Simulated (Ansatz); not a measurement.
# Geometry relaxation of TaN₂H₇ClO₂F (part 1 of 2)

TaN₂H₇ClO₂F, computed with RKS PBE/def2-SVP (Ansatz 0.2.0).

The input holds or restrains some coordinates. It belongs to a series of runs on one base structure; here: pulled along the bonds that form and break, towards end B.

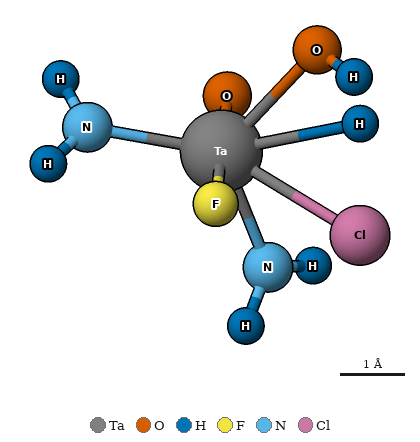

The starting structure (ball-and-stick view, seen at a tilt). Sticks mark near contacts.

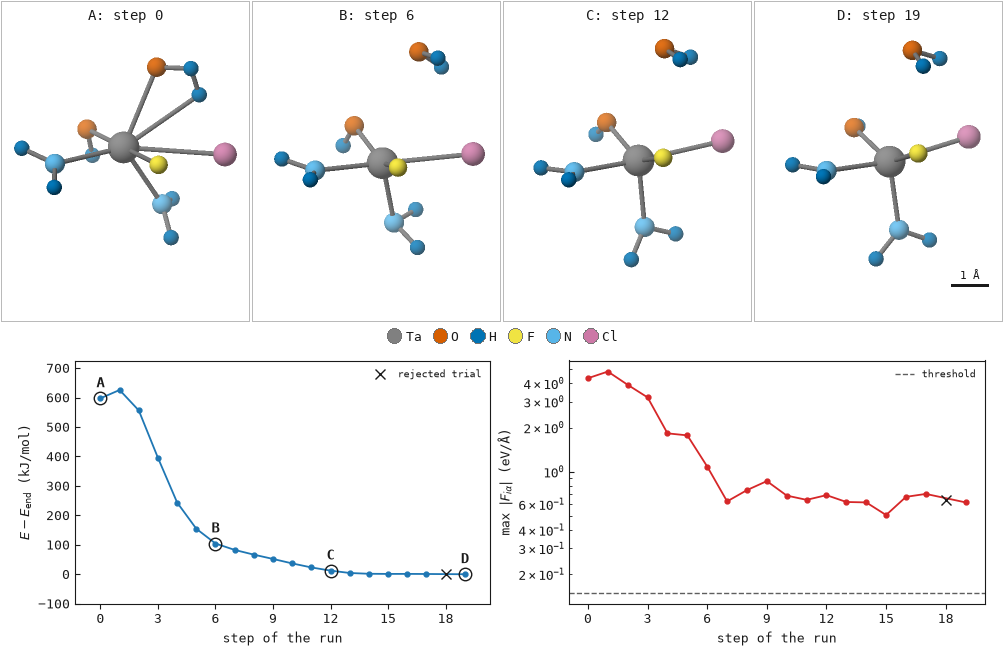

Frames of the restrained relaxation (ball-and-stick view, seen at a tilt) above the curves, on which the letters mark them (the first geometry is step 0 here and step 1 in the log).

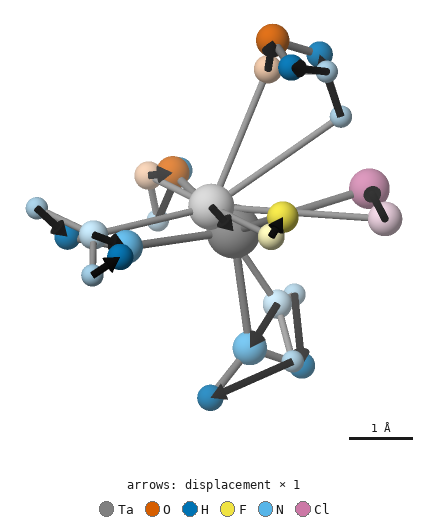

Start (faint) and end (solid) with the displacements as black arrows, at true length (ball-and-stick view, seen at a tilt). The two geometries are laid on each other by the best rigid fit. The atom that moves furthest after the best rigid fit is H11 (1.43 Å). By element the largest moves are H 1.43 Å, Cl 1.31 Å, N 0.86 Å, O 0.67 Å, Ta 0.58 Å, F 0.38 Å. Distances before and after: Ta1–O2 2.370 → 3.208 Å, H3–H14 0.861 → 1.526 Å, Ta1–H14 2.513 → 3.135 Å, O2–H14 1.383 → 0.993 Å. New bonds form: O2–H14 (1.38 → 0.99 Å). Bonds break: Ta1–O2 (2.37 → 3.21 Å). Among the angles that change: F4–Ta1–O5 180.0° → 142.8°, N10–Ta1–Cl13 57.5° → 91.5°, O5–Ta1–Cl13 120.4° → 91.6°. Over 19 geometry steps the energy falls by 597.3 kJ/mol. Largest force component: 4.3 eV/Å at the start, 0.62 eV/Å at the end. The line search rejected the trial step at point 18 (counted from 0) and went back. (Atoms are counted from 1 in the order of the input.)

The input and output of the run follow.

The input
```yaml
crystal:
  periodic: [false, false, false]
  atoms:
    - { symbol: Ta, position_ang: [0.0, 0.0, 0.0] }
    - { symbol: O, position_ang: [2.37, 0.0, 0.0] }
    - { symbol: H, position_ang: [2.7071, -0.5308, 0.7903] }
    - { symbol: F, position_ang: [0.0, 0.0, 1.93] }
    - { symbol: O, position_ang: [0.0, 0.0, -2.02] }
    - { symbol: H, position_ang: [-0.6343, -0.71, -2.3571] }
    - { symbol: "N", position_ang: [-1.08, 1.8706, 0.0] }
    - { symbol: H, position_ang: [-1.6414, 2.1584, 0.8518] }
    - { symbol: H, position_ang: [-1.0486, 2.5007, -0.8518] }
    - { symbol: "N", position_ang: [-1.08, -1.8706, 0.0] }
    - { symbol: H, position_ang: [-1.8056, -2.0636, 0.7482] }
    - { symbol: H, position_ang: [-0.8844, -2.5955, -0.7482] }
    - { symbol: Cl, position_ang: [0.8734, -2.2249, 1.3999] }
    - { symbol: H, position_ang: [2.1134, -1.1502, 0.7237] }
basis:
  gaussian: { orbitals: def2-SVP }
hamiltonian:
  xc: pbe
relax:
  f_tol: 0.15
  max_steps: 25
  restrain:
    - { distance: [0, 12], at: 2.47, k: 30.0 }
    - { distance: [13, 1], at: 1.01, k: 30.0 }
    - { distance: [0, 1], at: 3.22, k: 30.0 }
    - { distance: [13, 12], at: 2.57, k: 30.0 }
```

Launched with:
```bash
ansatz run input.yaml --threads 4 --pin off --max-ram 5120MiB --backend cpu --events-out ev --progress --plain --runs-dir out
```

What the program printed
```
The last accepted step is kept in [file] (removed where the run ends without a failure and the disk answers)
Engine: ansatz 0.2.0, x86_64-unknown-linux-gnu
Functional definition: PBE
  parameter kappa = 0.804
  parameter beta = 0.06672455060314922
  exchange = pbe_x(kappa = kappa, mu = beta*pi^2/3)
  correlation = pbe_c(beta = beta)
1683 factors; their error is unknown
mean field evaluation 1: about -23924.6234 eV, gradient 1.2e2 eV
mean field evaluation 2: about -23585.3308 eV, gradient 3.5e2 eV
mean field evaluation 4: about -23949.7052 eV, gradient 4.9e1 eV
mean field evaluation 8: about -23954.3702 eV, gradient 3.4e0 eV
mean field evaluation 16: about -23954.3101 eV, gradient 1.0e-1 eV
mean field -23954.31012863 eV, -880.3046604126 hartree, gradient 4.0e-5 eV, S^2 0.000000; 1 other end points of the search recorded, 0 dependent functions left out
the calculation of the forces begins
reference -23954.31019726 eV, -880.3046629345 hartree; 38, 38 occupied and 117, 117 virtual orbitals, 1683 factors
relax step   1: F+E_penalty+E_count = -23954.31012863 eV  Δ(F+E_penalty+E_count) = +0.000e0 eV  max|allowed force component| = 4.336e0 eV/Å  E_restraint = 23.75931402 eV  max|allowed force component, restraints' pulls added| = 2.340e1 eV/Å  Δτ_max = 0.0000 Å  (55 SCF iters, accepted)
  distance Ta 0 - Cl 12 = 2.7700 Å
  distance H 13 - O 1 = 1.3829 Å
  distance Ta 0 - O 1 = 2.3700 Å
  distance H 13 - Cl 12 = 1.7748 Å
these checks for a lower state are left out or cut short: starts, cluster_reference, orbital_swaps, neighbouring_geometries, increment
1683 factors; their error is unknown
mean field evaluation 32: about -23953.7481 eV, gradient 5.0e0 eV
mean field -23954.01657169 eV, -880.2938723941 hartree, gradient 9.6e-6 eV, S^2 0.000000; 0 other end points of the search recorded, 0 dependent functions left out
[... from here on the field's lines of each further geometry are left out, up to the last ...]
relax step   2: F+E_penalty+E_count = -23954.01657169 eV  Δ(F+E_penalty+E_count) = +2.936e-1 eV  max|allowed force component| = 4.814e0 eV/Å  E_restraint = 9.60119415 eV  max|allowed force component, restraints' pulls added| = 1.220e1 eV/Å  Δτ_max = 0.1945 Å  (45 SCF iters, accepted)
relax step   3: F+E_penalty+E_count = -23954.73585890 eV  Δ(F+E_penalty+E_count) = -7.193e-1 eV  max|allowed force component| = 3.909e0 eV/Å  E_restraint = 2.65910319 eV  max|allowed force component, restraints' pulls added| = 7.765e0 eV/Å  Δτ_max = 0.1946 Å  (46 SCF iters, accepted)
relax step   4: F+E_penalty+E_count = -23956.40507869 eV  Δ(F+E_penalty+E_count) = -1.669e0 eV  max|allowed force component| = 3.209e0 eV/Å  E_restraint = 0.51700059 eV  max|allowed force component, restraints' pulls added| = 3.755e0 eV/Å  Δτ_max = 0.1945 Å  (39 SCF iters, accepted)
relax step   5: F+E_penalty+E_count = -23957.97697988 eV  Δ(F+E_penalty+E_count) = -1.572e0 eV  max|allowed force component| = 1.826e0 eV/Å  E_restraint = 0.05428341 eV  max|allowed force component, restraints' pulls added| = 1.826e0 eV/Å  Δτ_max = 0.1944 Å  (44 SCF iters, accepted)
relax step   6: F+E_penalty+E_count = -23958.90019541 eV  Δ(F+E_penalty+E_count) = -9.232e-1 eV  max|allowed force component| = 1.769e0 eV/Å  E_restraint = 0.01029279 eV  max|allowed force component, restraints' pulls added| = 2.120e0 eV/Å  Δτ_max = 0.1909 Å  (38 SCF iters, accepted)
relax step   7: F+E_penalty+E_count = -23959.41938751 eV  Δ(F+E_penalty+E_count) = -5.192e-1 eV  max|allowed force component| = 1.084e0 eV/Å  E_restraint = 0.01457794 eV  max|allowed force component, restraints' pulls added| = 1.259e0 eV/Å  Δτ_max = 0.1948 Å  (36 SCF iters, accepted)
relax step   8: F+E_penalty+E_count = -23959.64470365 eV  Δ(F+E_penalty+E_count) = -2.253e-1 eV  max|allowed force component| = 6.278e-1 eV/Å  E_restraint = 0.01324806 eV  max|allowed force component, restraints' pulls added| = 6.278e-1 eV/Å  Δτ_max = 0.1949 Å  (39 SCF iters, accepted)
relax step   9: F+E_penalty+E_count = -23959.81133932 eV  Δ(F+E_penalty+E_count) = -1.666e-1 eV  max|allowed force component| = 7.495e-1 eV/Å  E_restraint = 0.00753815 eV  max|allowed force component, restraints' pulls added| = 6.282e-1 eV/Å  Δτ_max = 0.2000 Å  (38 SCF iters, accepted)
relax step  10: F+E_penalty+E_count = -23959.96286514 eV  Δ(F+E_penalty+E_count) = -1.515e-1 eV  max|allowed force component| = 8.631e-1 eV/Å  E_restraint = 0.00595088 eV  max|allowed force component, restraints' pulls added| = 8.631e-1 eV/Å  Δτ_max = 0.1949 Å  (39 SCF iters, accepted)
relax step  11: F+E_penalty+E_count = -23960.11985888 eV  Δ(F+E_penalty+E_count) = -1.570e-1 eV  max|allowed force component| = 6.878e-1 eV/Å  E_restraint = 0.00489052 eV  max|allowed force component, restraints' pulls added| = 6.878e-1 eV/Å  Δτ_max = 0.2000 Å  (39 SCF iters, accepted)
relax step  12: F+E_penalty+E_count = -23960.26160760 eV  Δ(F+E_penalty+E_count) = -1.417e-1 eV  max|allowed force component| = 6.433e-1 eV/Å  E_restraint = 0.00582024 eV  max|allowed force component, restraints' pulls added| = 5.375e-1 eV/Å  Δτ_max = 0.2000 Å  (38 SCF iters, accepted)
relax step  13: F+E_penalty+E_count = -23960.37356857 eV  Δ(F+E_penalty+E_count) = -1.120e-1 eV  max|allowed force component| = 6.926e-1 eV/Å  E_restraint = 0.00553146 eV  max|allowed force component, restraints' pulls added| = 5.735e-1 eV/Å  Δτ_max = 0.2000 Å  (37 SCF iters, accepted)
relax step  14: F+E_penalty+E_count = -23960.45686257 eV  Δ(F+E_penalty+E_count) = -8.329e-2 eV  max|allowed force component| = 6.221e-1 eV/Å  E_restraint = 0.00654911 eV  max|allowed force component, restraints' pulls added| = 3.194e-1 eV/Å  Δτ_max = 0.2000 Å  (38 SCF iters, accepted)
relax step  15: F+E_penalty+E_count = -23960.48445200 eV  Δ(F+E_penalty+E_count) = -2.759e-2 eV  max|allowed force component| = 6.180e-1 eV/Å  E_restraint = 0.00661833 eV  max|allowed force component, restraints' pulls added| = 1.995e-1 eV/Å  Δτ_max = 0.2000 Å  (37 SCF iters, accepted)
relax step  16: F+E_penalty+E_count = -23960.48946882 eV  Δ(F+E_penalty+E_count) = -5.017e-3 eV  max|allowed force component| = 5.069e-1 eV/Å  E_restraint = 0.00946621 eV  max|allowed force component, restraints' pulls added| = 2.154e-1 eV/Å  Δτ_max = 0.1276 Å  (32 SCF iters, accepted)
relax step  17: F+E_penalty+E_count = -23960.48852676 eV  Δ(F+E_penalty+E_count) = +9.421e-4 eV  max|allowed force component| = 6.744e-1 eV/Å  E_restraint = 0.00597863 eV  max|allowed force component, restraints' pulls added| = 3.328e-1 eV/Å  Δτ_max = 0.1192 Å  (31 SCF iters, accepted)
relax step  18: F+E_penalty+E_count = -23960.49175011 eV  Δ(F+E_penalty+E_count) = -3.223e-3 eV  max|allowed force component| = 7.060e-1 eV/Å  E_restraint = 0.00553045 eV  max|allowed force component, restraints' pulls added| = 1.814e-1 eV/Å  Δτ_max = 0.0729 Å  (33 SCF iters, accepted)
relax step  19: F+E_penalty+E_count = -23960.49221552 eV  Δ(F+E_penalty+E_count) = -4.654e-4 eV  max|allowed force component| = 6.406e-1 eV/Å  E_restraint = 0.00803991 eV  max|allowed force component, restraints' pulls added| = 1.536e-1 eV/Å  Δτ_max = 0.1403 Å  (38 SCF iters, rejected (line search))
the calculation of the forces begins
reference -23960.50073524 eV, -880.5321610094 hartree; 38, 38 occupied and 117, 117 virtual orbitals, 1683 factors
relax step  20: F+E_penalty+E_count = -23960.50066419 eV  Δ(F+E_penalty+E_count) = -8.914e-3 eV  max|allowed force component| = 6.181e-1 eV/Å  E_restraint = 0.00735606 eV  max|allowed force component, restraints' pulls added| = 9.465e-2 eV/Å  Δτ_max = 0.0685 Å  (33 SCF iters, accepted)
  distance Ta 0 - Cl 12 = 2.4632 Å
  distance H 13 - O 1 = 0.9931 Å
  distance Ta 0 - O 1 = 3.2077 Å
  distance H 13 - Cl 12 = 2.5673 Å
1683 factors; their error is unknown
mean field evaluation 192: about -23960.5806 eV, gradient 4.0e-1 eV
mean field -23960.50066419 eV, -880.5321583981 hartree, gradient 1.1e-5 eV, S^2 0.000000; 1 other end points of the search recorded, 0 dependent functions left out
the calculation of the forces begins
reference -23960.50073524 eV, -880.5321610094 hartree; 38, 38 occupied and 117, 117 virtual orbitals, 1683 factors
Total energy: -23960.50073524 eV, -880.5321610094 hartree
Atom 0 at    -0.235853    -0.520240     0.072740 Å, force     0.438746    -0.059893     0.001077 eV/Å
Atom 1 at     2.848230     0.329522     0.308512 Å, force    -0.345523    -0.618125    -0.031590 eV/Å
Atom 2 at     2.606463     0.434001     1.251308 Å, force     0.014153    -0.013028    -0.033943 eV/Å
Atom 3 at     0.361617    -0.096997     1.856322 Å, force     0.024111     0.004574     0.032475 eV/Å
Atom 4 at     0.183571    -0.260169    -1.779697 Å, force    -0.021208    -0.094647    -0.062663 eV/Å
Atom 5 at     0.206650    -0.867483    -2.540323 Å, force     0.011220     0.072512     0.074740 eV/Å
Atom 6 at    -1.065275     1.290732     0.097114 Å, force    -0.009684    -0.006134     0.002682 eV/Å
Atom 7 at    -1.189880     1.874488     0.933138 Å, force     0.007043    -0.000296    -0.007460 eV/Å
Atom 8 at    -1.285556     1.831617    -0.747733 Å, force     0.008958    -0.002919     0.003103 eV/Å
Atom 9 at    -1.885226    -1.583325     0.184091 Å, force    -0.036606     0.033926    -0.023374 eV/Å
Atom 10 at    -2.846252    -1.231315     0.207172 Å, force     0.028990    -0.003366     0.006836 eV/Å
Atom 11 at    -1.856841    -2.607614     0.223217 Å, force     0.003153    -0.020737     0.004422 eV/Å
Atom 12 at     1.155987    -2.549931     0.174969 Å, force    -0.098994     0.175357    -0.011661 eV/Å
Atom 13 at     2.891965    -0.659186     0.225969 Å, force    -0.024358     0.532775     0.045357 eV/Å
Dipole moment:    -0.812310     0.169782    -0.229295 e Å
```

Trajectory as extended XYZ (Å, eV, eV/Å), 16 of the 20 frames kept, from step=1 to step=20
```
14
Properties=species:S:1:pos:R:3:forces:R:3 step=1 energy=-23954.31013
Ta    0.0000    0.0000    0.0000   -0.7411  -1.1259  -0.6805
O     2.3700    0.0000    0.0000   -2.0327  -0.4793  -0.0367
H     2.7071   -0.5308    0.7903    3.3580   3.4149   0.9878
F     0.0000    0.0000    1.9300   -1.1404   1.9580  -0.2077
O     0.0000    0.0000   -2.0200   -0.5732  -1.3657   1.4215
H    -0.6343   -0.7100   -2.3571    0.8642   1.2004   0.1848
N    -1.0800    1.8706    0.0000    1.1541  -2.0015   0.2516
H    -1.6414    2.1584    0.8518    0.7983   0.0698  -1.3117
H    -1.0486    2.5007   -0.8518   -0.4531  -0.6959   1.3030
N    -1.0800   -1.8706    0.0000   -1.7660   2.8369  -1.5360
H    -1.8056   -2.0636    0.7482    0.9137  -0.1528  -1.2711
H    -0.8844   -2.5955   -0.7482   -0.5284   0.7258   1.3587
Cl    0.8734   -2.2249    1.3999    4.3363  -0.7145   0.0002
H     2.1134   -1.1502    0.7237   -4.1897  -3.6702  -0.4639
14
Properties=species:S:1:pos:R:3:forces:R:3 step=2 energy=-23954.01657
Ta   -0.1676   -0.0919    0.0360    0.6676   0.1683  -1.6677
O     2.5395   -0.0321    0.0002   -2.4324  -1.4116  -0.2511
H     2.7772   -0.4878    0.8283    4.8138   3.6704   3.5485
F    -0.0227    0.0268    1.9384   -1.0178   2.0295   0.1791
O    -0.0057   -0.0157   -1.9895   -0.2358  -0.9332   1.7847
H    -0.6285   -0.6998   -2.3602    0.5637   0.7305   0.0148
N    -1.0680    1.8453    0.0034    0.4778  -1.6588   0.3714
H    -1.6305    2.1579    0.8372    0.6579   0.0911  -1.0501
H    -1.0523    2.4877   -0.8357   -0.3609  -0.7784   1.0971
N    -1.1191   -1.8438   -0.0258   -2.6918   1.8028  -1.5448
H    -1.7998   -2.0672    0.7366    0.5651  -0.3953  -0.8420
H    -0.8902   -2.5878   -0.7331   -0.5263   0.5517   1.0283
Cl    0.7535   -2.2646    1.4183    3.8105  -1.0028   0.2799
H     2.2038   -1.0431    0.6128   -4.2914  -2.8640  -2.9480
```
